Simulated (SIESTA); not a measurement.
Band structure of Al3Sc (Pm-3m, 4 atoms in the cell).

```xyz
4
Lattice="4.0783 0.0000 0.0000 0.0000 4.0783 0.0000 0.0000 0.0000 4.0783" Properties=species:S:1:pos:R:3 pbc="T T T"
Sc     0.0000     0.0000     0.0000
Al     0.0000     2.0391     2.0391
Al     2.0391     0.0000     2.0391
Al     2.0391     2.0391     0.0000
```

Method of the run: GGA PBE, numerical atomic orbitals DZP, PseudoDojo PBE standard norm-conserving potentials (rewritten from UPF to PSML) (SIESTA 5.4.2).

Settings: XC.functional = GGA; XC.authors = PBE; potentials = PseudoDojo PBE standard; PAO.BasisSize = DZP; PAO.EnergyShift = 0.01 Ry; MeshCutoff = 400 Ry; kgrid.MonkhorstPack = 8 8 8; OccupationFunction = MP; OccupationMPOrder = 0; ElectronicTemperature = 3156.43 K; MaxSCFIterations = 150; SCF.Mixer.Method = Pulay; SCF.Mixer.Weight = 0.2; SCF.Mixer.History = 6.

The starting cell has typed, rounded lattice constants, without a prior relaxation at this level. Its lattice was rescaled by a random factor within 2.5 % of one. Values carry the incompleteness of an atom-centred basis.

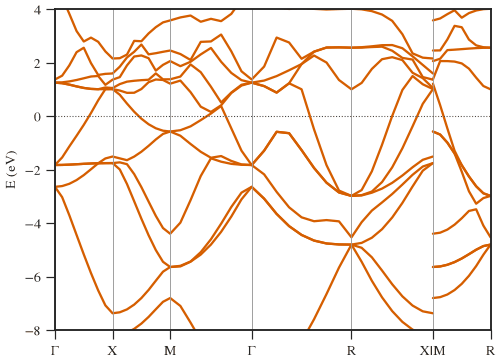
*Bands along the path, energies from the Fermi level.*

Levels in eV from the Fermi level, bands 7 to 12:
| point | 7 | 8 | 9 | 10 | 11 | 12 |
|---|---|---|---|---|---|---|
| Γ | -2.64 | -1.82 | -1.82 | -1.82 | 1.26 | 1.26 |
| X | -1.75 | -1.75 | -1.51 | 1.02 | 1.02 | 1.05 |
| M | -5.64 | -4.39 | -0.57 | -0.57 | 1.22 | 1.38 |
| R | -4.80 | -4.53 | -2.98 | -2.98 | -2.98 | 1.01 |

Bands cross the Fermi level along this path, so the cell is metallic at this level.

Higher empty bands are left out: an atom-centred basis made for the valence describes them poorly.
